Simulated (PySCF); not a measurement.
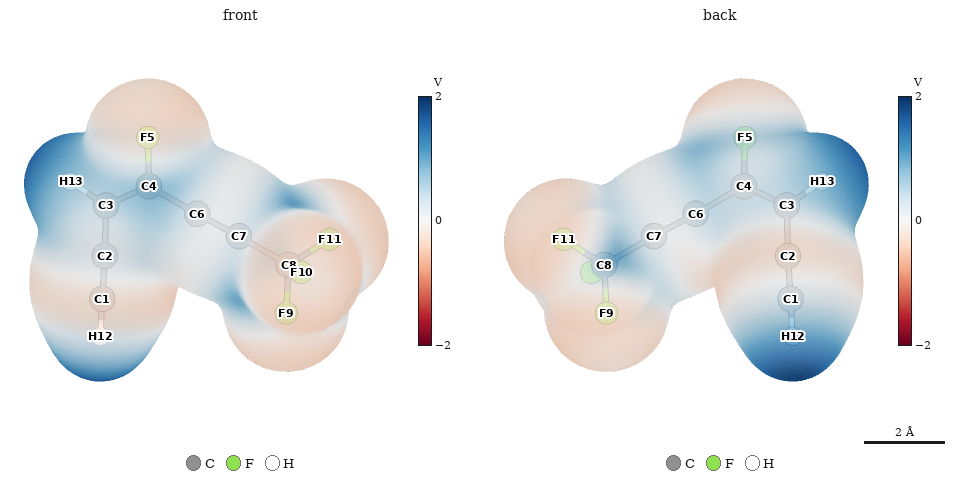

C7H2F4 (SMILES C#C/C=C(/F)C#CC(F)(F)F). The molecular electrostatic potential painted on the density surface at 0.002 e/bohr³, seen from the front and from behind; the colour scale runs from red (negative) to blue (positive).

Geometry: GFN2-xTB.

The calculation used PBE0/def2-SVPD, SCF density, gas phase (PySCF).

Input file:

```
{"job": {"kind": "uv", "xc": "PBE0", "basis": "def2-SVPD", "nstates": 6, "ntriplets": 2}, "charge": 0, "multiplicity": 1}
C     -2.534429    -1.468942    -0.376026
C     -2.253799    -0.303232    -0.290801
C     -1.972273     1.066775    -0.195830
C     -0.729525     1.542604    -0.023874
F     -0.518771     2.869302     0.061316
C      0.426636     0.745486     0.081073
C      1.434793     0.094222     0.175281
C      2.622908    -0.736459     0.287321
F      2.326606    -2.042556     0.195946
F      3.251867    -0.561971     1.459267
F      3.517090    -0.472092    -0.676986
H     -2.772238    -2.488104    -0.449943
H     -2.803253     1.755454    -0.264474
```

Run with:

```sh
OMP_NUM_THREADS=1 python probes_run.py task.json out
```

**Where is the surface potential most negative and most positive?**

The most negative region (about −0.4 V) lies over the C and F atoms, the most positive (about +1.9 V) over H12.

**How polar is the molecule by this calculation?**

Its dipole moment is 2.61 D.
